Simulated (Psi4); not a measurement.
# BHSClF (SMILES FB(S)Cl): PBE0/cc-pVDZ (sweep point 1)

Aim: the vertical ionisation energy of BHSClF at PBE0/cc-pVDZ (sweep point 1), from 2 runs. 

Program for the calculation: Psi4 1.11.

## 1. The system as given

BHSClF has 5 atoms, charge 0, and is taken as a singlet. As SMILES, `FB(S)Cl`. Geometry: relaxed at PBE0-D4/def2-TZVP. This is one conformer, not always the lowest.

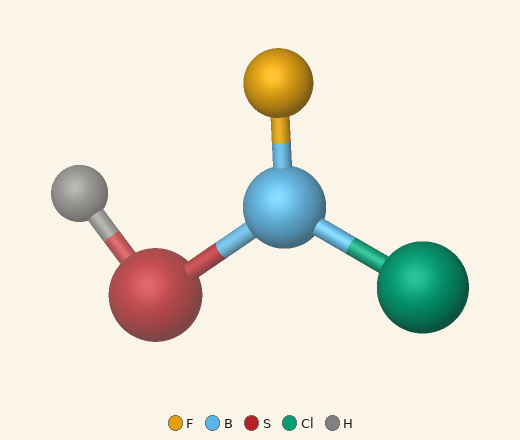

The structure, seen from a chosen angle (fluorine amber, boron blue, sulfur red, chlorine teal, hydrogen grey).

## 2. The energy at PBE0/cc-pVDZ (sweep point 1)

File job.inp:

```
memory 1600 mb

molecule {
  F     -0.530000    -1.166500     0.714900
  B     -0.425100    -0.151000    -0.119600
  S      1.059600     0.851000    -0.211000
  Cl    -1.776300     0.224400    -1.165000
  H      1.721700     0.168500     0.739200
  symmetry c1
}

set puream true
set scf_type pk
set dft_radial_points 99
set dft_spherical_points 590

e, wfn = energy("pbe0/cc-pVDZ", return_wfn=True)
print_variables()
```

Launch:

```console
$ psi4 -i job.inp -o job.out -n 1
```

job.out:

```text
[...]
  Running in c1 symmetry.
[...]
  Nuclear repulsion =  184.437112351664581
[...]
  Multiplicity = 1
[...]
  Nalpha       = 24
  Nbeta        = 24
[...]
    Number of basis functions: 69
[...]
   @RKS iter   1:  -983.35051048658283   -1.65381e-01   5.26213e-03 ADIIS/DIIS
[...]
   @RKS iter   8:  -983.41077804597637   -2.06826e-08   4.27093e-07 DIIS
[...]
    Orbital Energies [Eh]
    ---------------------
    Doubly Occupied:
       1A   -101.726956     2A    -89.060901     3A    -24.815940
       4A     -9.544712     5A     -8.032027     6A     -7.276940
       7A     -7.271438     8A     -7.270082     9A     -6.920014
      10A     -5.968325    11A     -5.964395    12A     -5.961062
      13A     -1.275893    14A     -0.877733    15A     -0.786980
      16A     -0.591337    17A     -0.513345    18A     -0.503250
      19A     -0.500154    20A     -0.422048    21A     -0.370273
      22A     -0.368722    23A     -0.347316    24A     -0.304514
[...]
  @RKS Final Energy:  -983.41077804597637
   => Energetics <=
    Nuclear Repulsion Energy =            184.4371123516645810
    One-Electron Energy =               -1725.6873248624672215
    Two-Electron Energy =                 609.5993313866231347
    DFT Exchange-Correlation Energy =     -51.7598969217969298
    Empirical Dispersion Energy =           0.0000000000000000
    VV10 Nonlocal Energy =                  0.0000000000000000
    Total Energy =                       -983.4107780459763717
[...]
 Multipole Moments:
 ------------------------------------------------------------------------------------
     Multipole            Electronic (a.u.)      Nuclear  (a.u.)        Total (a.u.)
 ------------------------------------------------------------------------------------
 L = 1.  Multiply by 2.5417464519 to convert [e a0] to [Debye]
 Dipole X            :         -2.9570894            3.3949842            0.4378948
 Dipole Y            :         -1.4755867            1.4345763           -0.0410104
 Dipole Z            :         -0.2745698            0.5429553            0.2683854
 Magnitude           :                                                    0.5152324
[...]
```

Wall time 7.2 s (1 thread of AMD EPYC 9R45 (Zen 5), shared host); peak memory 0.83 GiB.

## 3. The doublet cation

File input.inp:

```
memory 1.6 GB

molecule mol {
  1 2
  F     -0.530000    -1.166500     0.714900
  B     -0.425100    -0.151000    -0.119600
  S      1.059600     0.851000    -0.211000
  Cl    -1.776300     0.224400    -1.165000
  H      1.721700     0.168500     0.739200
  symmetry c1
}

set {
  basis                cc-pVDZ
  reference            uks
  puream               true
  scf_type             pk
  dft_radial_points    99
  dft_spherical_points 590
  maxiter              150
}

energy_value, wavefunction = energy("pbe0", return_wfn=True)
```

Launch:

```console
$ psi4 -i input.inp -o input.out -n 1
```

input.out:

```text
[...]
  Running in c1 symmetry.
[...]
  Nuclear repulsion =  184.437112351664581
[...]
  Multiplicity = 2
[...]
  Nalpha       = 24
  Nbeta        = 23
[...]
    Number of basis functions: 69
[...]
   @UKS iter   1:  -982.97808419553496    2.07045e-01   4.39420e-03 ADIIS/DIIS
[...]
   @UKS iter  11:  -983.01711242722718   -1.31887e-08   2.43713e-07 DIIS
[...]
   @S^2 Observed:                7.581676178E-01
[...]
    Orbital Energies [Eh]
    ---------------------
    Alpha Occupied:
       1A   -101.965794     2A    -89.395233     3A    -25.032482
       4A     -9.781600     5A     -8.364023     6A     -7.512947
       7A     -7.512232     8A     -7.505274     9A     -7.159521
      10A     -6.305545    11A     -6.295961    12A     -6.292000
      13A     -1.488889    14A     -1.119864    15A     -1.090398
      16A     -0.809625    17A     -0.769645    18A     -0.732327
      19A     -0.715573    20A     -0.679184    21A     -0.639471
      22A     -0.625178    23A     -0.590565    24A     -0.569234
    Alpha Virtual:
      25A     -0.255842    26A     -0.228287    27A     -0.166322
[...]
  @UKS Final Energy:  -983.01711242722718
   => Energetics <=
    Nuclear Repulsion Energy =            184.4371123516645810
    One-Electron Energy =               -1713.3062539174802623
    Two-Electron Energy =                 597.3506266339471722
    DFT Exchange-Correlation Energy =     -51.4985974953586947
    Empirical Dispersion Energy =           0.0000000000000000
    VV10 Nonlocal Energy =                  0.0000000000000000
    Total Energy =                       -983.0171124272271754
[...]
 Multipole Moments:
 ------------------------------------------------------------------------------------
     Multipole            Electronic (a.u.)      Nuclear  (a.u.)        Total (a.u.)
 ------------------------------------------------------------------------------------
 L = 1.  Multiply by 2.5417464519 to convert [e a0] to [Debye]
 Dipole X            :         -1.7052546            3.3949842            1.6897296
 Dipole Y            :         -0.7701770            1.4345763            0.6643993
 Dipole Z            :         -0.2292484            0.5429553            0.3137069
 Magnitude           :                                                    1.8425592
[...]
```

Run time: 11 s. Hardware: 1 thread of AMD EPYC 9R45 (Zen 5), shared host; peak memory 0.83 GiB.

## 4. Outcome

At PBE0/cc-pVDZ (sweep point 1):

| quantity | value |
| --- | --- |
| singlet BHSClF: total energy | -983.41078 Eh |
| singlet BHSClF: dipole moment | 1.31 D |
| singlet BHSClF: HOMO energy | -8.29 eV |
| singlet BHSClF: LUMO energy | -0.39 eV |
| singlet BHSClF: HOMO–LUMO gap | 7.90 eV |
| doublet cation: total energy | -983.01711 Eh |
| doublet cation: HOMO energy (highest over α and β) | -15.38 eV |
| doublet cation: LUMO energy (lowest over α and β) | -13.06 eV |
| doublet cation: ⟨S²⟩ | 0.758 |
| vertical ionisation energy (to the doublet cation) | 10.712 eV |

What this shows: The vertical ionisation energy comes to 10.71 eV (247 kcal/mol). The negative HOMO energy of the first species, 8.29 eV, lies 2.43 eV below that difference.
